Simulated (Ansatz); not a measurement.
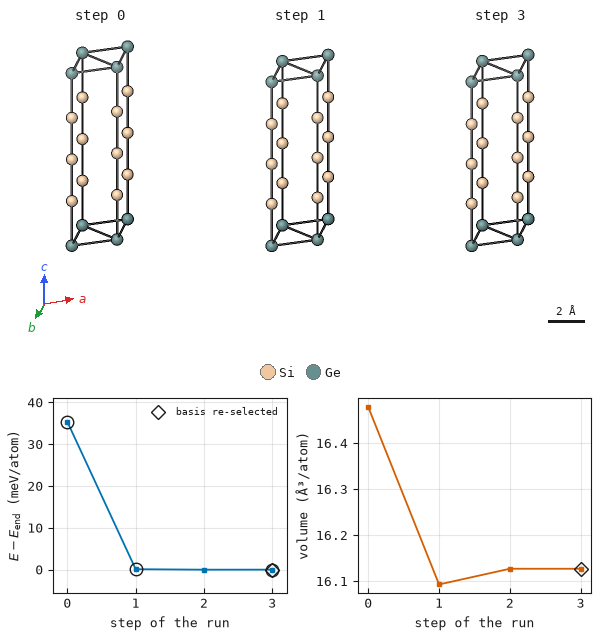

Frames of a relaxation of crystalline Si3Ge (a generated structure, set up in P6/mmm) (coarse preliminary run), marked on the history of the run. The picture is a ball-and-stick view of the cell of the calculation, seen from a free direction.

These are results of Ansatz, DFT PBE, scalar-relativistic, plane waves, PAW, not measurements.

The input:
```yaml
crystal:
  lattice:
    - [2.6556879408, 0.0, 0.0]
    - [-1.3278439704, 2.2998932212, 0.0]
    - [0.0, 0.0, 10.7917087912]
  atoms:
    - { symbol: Si, position: [0.0, 0.0, 0.5] }
    - { symbol: Si, position: [0.0, 0.0, 0.7415312181] }
    - { symbol: Si, position: [0.0, 0.0, 0.2584687819] }
    - { symbol: Ge, position: [0.0, 0.0, 0.0] }
basis:
  ecutwfc: 420
kpoints:
  mp_grid: { grid: [9, 9, 2] }
hamiltonian:
  xc: pbe
scf:
  occupations: { method: gaussian, width: 0.1 }
  lower_state_search: "off"
output:
  forces: true
  stress: true
  eigenvalues: true
relax:
  adjacent_minimum: "off"
  f_tol: 0.04
  max_steps: 70
  cell: { stress_tol: 0.4 }
```

Run as
```bash
ansatz run input.yaml --threads 1 --pin off --max-ram 2048MiB --backend cpu --events-out ev --progress --plain --runs-dir out
```

**Describe the path.**

Over 2 accepted moves (3 points after the start) the energy falls by 35.4 meV per atom. The largest force component goes from 0.18 to 0.01 eV/Å. The pressure goes from −0.42 to 0.00 GPa. At 1 point the geometry stayed and the basis and grid were re-selected for the new cell (energy shift of less than 0.05 meV per atom at most each time). The largest moves relative to the cell, 0.007 Å, are those of Si2 and Si3. Si2 goes along +c. Ge stays in place. Cell: a = b 2.656 → 2.693 Å (+1.4 %), c 10.792 → 10.272 Å (−4.8 %). Volume −2.1 %. Among the contacts that change: Si2–Ge4 2.789 → 2.648 Å, Si1–Si2 2.607 → 2.488 Å, Ge4–Ge4 2.656 → 2.693 Å. The space group stays P6/mmm (No. 191). Cost: 9.3 s on 1 thread of Arm Neoverse V1, with other jobs on the host, peak memory 0.34 GiB. From step 0 to 1: Si atoms move most (0.02 Å), volume −2.3 %, energy −35.3 meV per atom. From step 1 to 3: volume +0.2 %, energy −0.1 meV per atom.
